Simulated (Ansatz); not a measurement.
# ZnS: response to strain

Consider ZnS in the wurtzite structure (space group P6_3mc, No. 186).

```
CELL_PARAMETERS angstrom
      3.84528     0.00000     0.00000
     -1.92264     3.33011     0.00000
      0.00000     0.00000     6.30521
ATOMIC_POSITIONS crystal
  Zn 0.33333 0.66667 0.00023
  Zn 0.66667 0.33333 0.50023
  S  0.33333 0.66667 0.37477
  S  0.66667 0.33333 0.87477
```

Strains are applied to the cell and any free atomic positions relax.

All numbers come from PBE (Ansatz, a program for electronic structure, PAW, no spin-orbit coupling).

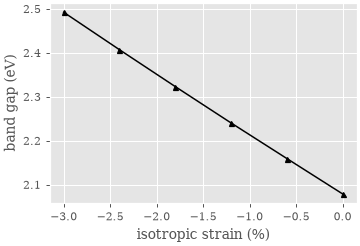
Fig. 1. Band gap against isotropic strain

| isotropic strain (%) | band gap |
|---|---|
| -3 | 2.49 eV |
| -2.4 | 2.41 eV |
| -1.8 | 2.32 eV |
| -1.2 | 2.24 eV |
| -0.6 | 2.16 eV |

No phonon test of stability was made.
